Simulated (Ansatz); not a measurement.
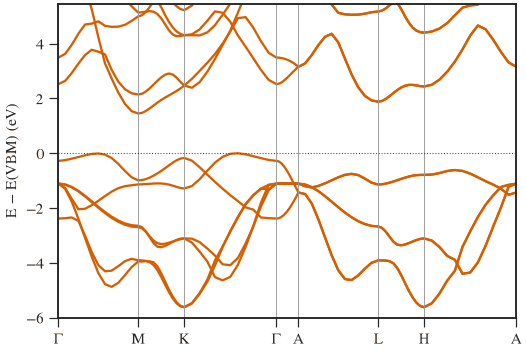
*Band structure from the program Ansatz at the PBE level (PAW)*

Problem. Read off the gap and where the band edges lie.

Solution. About 1.4 eV (1.45 eV by a search for the band edges); maximum on the K–Γ line, 56 % of the way from K, minimum at M.

Problem. Which of these materials gives this?
A) SnSe, P6_3mc (Sn on 2b, Se on 2b)
B) SiC, P6_422 (Si on 3c, C on 3d)
C) LiGeN, P6_3mc (Li on 2b, Ge on 2a, N on 2b)
D) GeSe, wurtzite

Solution. C, LiGeN, P6_3mc (Li on 2b, Ge on 2a, N on 2b)

The workflow started from a Materials Project entry (that database holds measured and hypothetical structures alike); the Crystallography Open Database copy checked does not list it. Its standing as an ambient phase is unchecked. The cell was relaxed with PBE under the symmetry of its start; whether a distortion lowers the energy is not shown. Scalar-relativistic: spin–orbit coupling is off unless named, which matters more the heavier the elements.

Potentials: the later of the program's two PAW sets.
